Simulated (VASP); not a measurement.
# Nickel with r2SCAN: from relaxation to properties, part 6 of 6

Aim: relax Nickel, then compute properties on the relaxed cell. Left out of this account: 1 further run (core levels: core levels are not valid at this level). The start is a cell from a database of measured crystal structures.

VASP 6.6.1, plane waves and PAW; the level of theory is named at each step.

Still holding for the runs below: The magnetic order is the lowest of the few collinear ones tried above; longer or canted patterns were not tried. The k-mesh is coarse for a metal.

So far, largest spin moment in the PAW sphere (μB): step 2 (magnetic order: ferromagnetic) 0.778; step 7 (full relaxation (r2SCAN)) 0.661; step 11 (density of states (r2SCAN)) 0.724; step 12 (volume scan with r2SCAN) 0.613; step 15 (volume scan with r2SCAN (run 4)) 0.661.

## (18) Volume scan with r2SCAN (run 7)

Level of this step: r2SCAN, spin-polarised from a ferromagnetic start (one magnetic atom a cell); plane waves and PAW (Ni) (VASP).

A prediction first. A parabola through the 6 pressures of evenly scaled cells so far, P = -0.06 -207.4 t +692 t² GPa with t = ln(V/V₁) and V₁ the volume at scale 1, gives -9.80 GPa at t = +0.0583.

INCAR

```
SYSTEM = Ni
PREC = Accurate
ENCUT = 400
EDIFF = 1E-06
NELM = 100
ISMEAR = 1
SIGMA = 0.2
LREAL = .FALSE.
ALGO = Normal
METAGGA = R2SCAN
LASPH = .TRUE.
NBANDS = 12
ISPIN = 2
MAGMOM = 0.661
LMAXMIX = 4
LORBIT = 11
LWAVE = .FALSE.
LCHARG = .FALSE.
KPAR = 4
ISIF = 2
```

POSCAR

```
Ni
1.0
    0.0000000000      1.7703812638      1.7703812638
    1.7703812638      0.0000000000      1.7703812638
    1.7703812638      1.7703812638      0.0000000000
Ni
1
Direct
    0.0000000000      0.0000000000      0.0000000000
```

KPOINTS

```
Automatic mesh
0
Gamma
11 11 11
0 0 0
```

Potentials, in the order of the species: Ni (PBE family, release 64).

Started as:

```sh
$ mpirun -np 4 vasp_std
```

The program printed:

```text
[... set-up lines as in an earlier step ...]
 entering main loop
       N       E                     dE             d eps       ncg     rms          rms(c)
DAV:   1     0.200244736390E+02    0.20024E+02   -0.38606E+03  2812   0.891E+02
DAV:   2    -0.133043535470E+02   -0.33329E+02   -0.31570E+02  2844   0.158E+02
DAV:   3    -0.142901965154E+02   -0.98584E+00   -0.97403E+00  3132   0.310E+01
DAV:   4    -0.142976641907E+02   -0.74677E-02   -0.74660E-02  3124   0.240E+00
[...]
DAV:  14    -0.119146544889E+02   -0.20843E-05   -0.10531E-06  2576   0.138E-02    0.538E-03
DAV:  15    -0.119146565882E+02   -0.20994E-05   -0.29263E-07  1552   0.636E-03    0.408E-03
DAV:  16    -0.119146574696E+02   -0.88142E-06   -0.42154E-07  1476   0.820E-03
   1 F= -.11914657E+02 E0= -.11913637E+02  d E =-.306171E-02  mag=     0.7830
```

It took 6.8 s on 4 MPI ranks of Intel Xeon 6975P-C (Granite Rapids), shared host; peak memory 0.46 GiB.

From OUTCAR (step 18):

```text
  Total       -0.7028352     -0.7028352     -0.7028352      0.0000000      0.0000000      0.0000000
  in kB     -101.4690660   -101.4690660   -101.4690660      0.0000000      0.0000000      0.0000000
  external PRESSURE =    -101.4690660 kB  Pullay stress =       0.0000000 kB

 POSITION                                       TOTAL-FORCE (eV/Angst)
 -----------------------------------------------------------------------------------
      0.00000      0.00000      0.00000         0.000000     -0.000000     -0.000000
 -----------------------------------------------------------------------------------
    total drift:                                0.000000      0.000000     -0.000000

  FREE ENERGIE OF THE ION-ELECTRON SYSTEM (eV)
  ---------------------------------------------------
  free  energy   TOTEN  =       -11.9146574696 eV

  energy  without entropy=      -11.9115957588  energy(sigma->0) =      -11.91363690

 magnetization (x)
# of ion       s       p       d       tot
------------------------------------------
    1       -0.009  -0.041   0.858   0.808

[... 1 part as in an earlier step ...]

[... 2 further parts left out ...]
[key lines of the parts left out:]
E-fermi :   9.0654
```

Spin moment in the PAW sphere by atom:

```tsv
atom	spin moment in the PAW sphere (μB)
Ni1	0.808
```

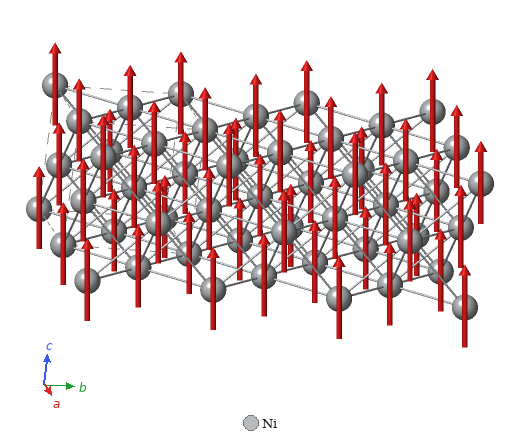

Spin moment in the PAW sphere as arrows, the longest 0.808 μB. Up and down stand for the sign. Arrows give size and sign along the axis of quantisation, drawn up and down the page. 2×3×1 conventional cells are drawn. Some periodic images of atoms are drawn too.

The pressure falls from -7.13 to -10.15 GPa. The parabola predicted -9.80 GPa, +0.35 GPa off.

## (19) The series together

Times are for 4 MPI ranks of Intel Xeon 6975P-C (Granite Rapids), shared host. The series side by side:

```tsv
no.	volume scale	energy above the lowest point (meV/atom)	pressure (GPa)	time	memory (GiB)
1	0.94	31.06	15.41	5.8 s	0.46
2	0.96	13.74	9.582	6.2 s	0.46
3	0.98	3.58	4.410	6.4 s	0.45
4	1	0	-0.08383	6.6 s	0.45
5	1.02	1.63	-3.882	7 s	0.47
6	1.04	7.46	-7.133	6.8 s	0.45
7	1.06	17.32	-10.15	6.8 s	0.46
```

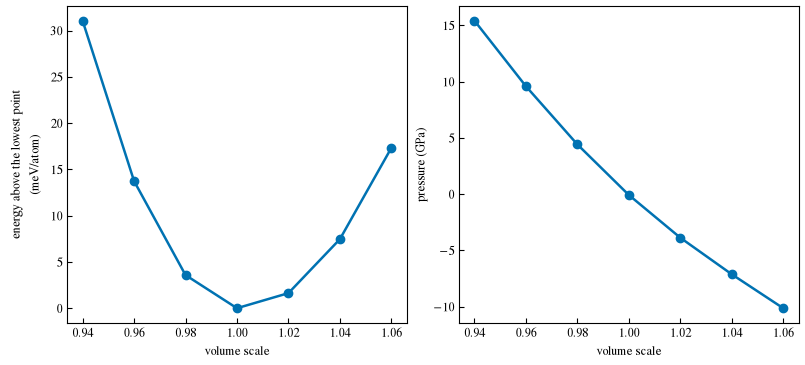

The series as plots.

## (20) Fit for r2SCAN

This step: Birch-Murnaghan fit, r2SCAN; plane waves and PAW (VASP 6.6.1).

This step runs nothing: it gathers the runs above.

The fit is poor or the pressure derivative of its modulus unusual (most solids lie near 4 to 5), which can come from the mesh or from a state that changes along the scan.

This step gave:

| Property | Result |
| --- | --- |
| pressure derivative of the bulk modulus | 7.676 |
| r.m.s. error of the fit | 6.99e-5 eV/atom |
| minimum inside the sampled range | yes |
| bulk modulus | 196.7 GPa |
| equilibrium volume of the fit | 10.51 Å³/atom |

Energy above the fitted minimum against volume:

```tsv
volume (Å³/atom)	energy above the fitted minimum (eV/atom)
9.841	0.0312
10.051	0.0139
10.260	0.00370
10.470	1.1e-4
10.679	0.00175
10.888	0.00758
11.098	0.0174
```

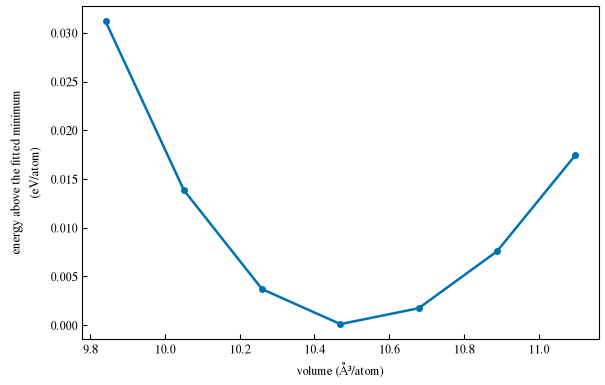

Energy above the fitted minimum, plotted against volume.

The fitted volume lies +0.35 % from the relaxed one.

## (21) Results

* relaxed volume: 10.47 Å³/atom
* relaxed conventional cell a, b, c: 3.473, 3.473, 3.473 Å
* space group after relaxing, within 0.02 Å: Fm-3m (No. 225)
* moment of the cell (16×16×16 mesh): 0.706 μB
* largest site moment (16×16×16 mesh): 0.724 μB on Ni1
* band gap: none, a metal
* DOS at the Fermi level: 1.27 states/eV/cell
* bulk modulus from the fit: 197 GPa
* volume from the fit: 10.5 Å³/atom

What this shows: With r2SCAN, Nickel relaxes to 10.47 Å³/atom in space group Fm-3m, comes out as a metal, keeps moments of up to 0.724 μB (16×16×16 mesh) and has a bulk modulus of 197 GPa. Against the listed cell the volume lies -4.3 %. Bands along the symmetry lines (r2SCAN), spin up: Of the bands kept, 1 crosses the Fermi level on this path. Bands along the symmetry lines (r2SCAN), spin down: Of the bands kept, 3 cross the Fermi level on this path. The k-sampling is coarse for a metal, so the Fermi level, moments, pressures and the shape of the cell carry errors. Only a few collinear orders were tried, on the cell as listed. No search among competing phases was made. All values are for a static lattice at zero temperature.

[Lines on the potential files, build, host, timing and source positions are cut from VASP's logs without a mark.]

[Logs are printed without paths, hosts, clocks, repeated set-up lines and the standing remarks that a program may print on its own settings, such as how far it seeks lower states.]

[Hosts, paths, dates, database ids (printed as entryN), source tags and the programs' standing remarks are cut or masked in the printed files.]

[Measured values are set beside computed ones only where the two were judged alike; some that the calculation misses by far are left out.]
